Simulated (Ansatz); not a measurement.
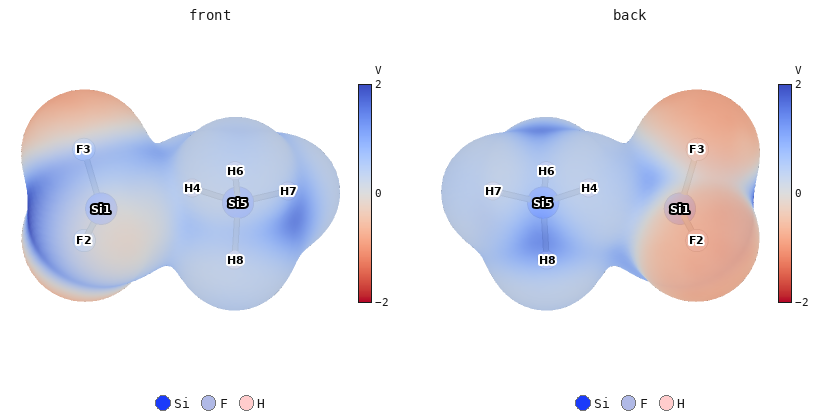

The picture shows: F2Si···SiH4. The electrostatic potential painted on the density surface at 0.002 e/bohr³, seen from the front and from behind; the colour scale runs from red (negative) to blue (positive).

The reactant side of a reaction path; geometry: PBE0-D4/def2-TZVP.

Level of theory: Ansatz 0.2.0, RKS PBE0-D4/def2-TZVPP.

```csv
atom,x (Å),y (Å),z (Å)
Si,-1.2461,-1.3608,-0.9865
F,-0.1762,-1.8504,-2.0755
F,-2.0757,-0.2931,-1.8481
H,0.4445,0.6301,-0.4729
Si,0.7022,0.7016,0.9963
H,-0.5841,0.9487,1.6918
H,1.6521,1.8126,1.2560
H,1.2834,-0.5889,1.4391
```

Q: Which sites attract a positive test charge, and which a negative one?

A: A positive charge is drawn to the negative regions and a negative charge to the positive ones. The most negative region (about −0.8 V) lies over F2 and F3, the most positive (about +1.9 V) over Si1.
